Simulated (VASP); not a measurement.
Input:

```yaml
crystal:
  lattice:
    - [3.18095, 0.00000, 0.00000]
    - [0.00000, 3.18095, 0.00000]
    - [0.00000, 0.00000, 3.18095]
  atoms:
    - { symbol: Nb, position: [0.00000, 0.00000, 0.00000] }
    - { symbol: As, position: [0.50000, 0.50000, 0.50000] }
```

All values below come from PBEsol GGA, VASP's PBE PAW potentials (set 64) (plane waves; VASP). Run with 400 eV cut-off, 13×13×13 Γ-centred mesh, tetrahedra with Blöchl corrections, potentials Nb_sv As.

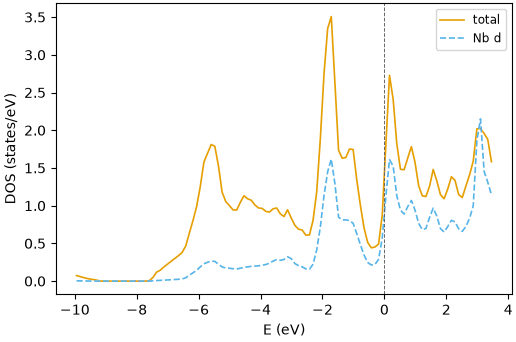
Fig. 1. Total and projected density of states, zero at the Fermi level

Within 2 eV below the Fermi level the largest weight inside VASP's projection spheres is Nb d, then As p.

It has no gap at this level: it comes out as a metal or semimetal.

The structure was generated: NbAs was put into the CsCl type type (Pm-3m), which need not be its known phase. It was relaxed first, which changed the volume by -35 %.
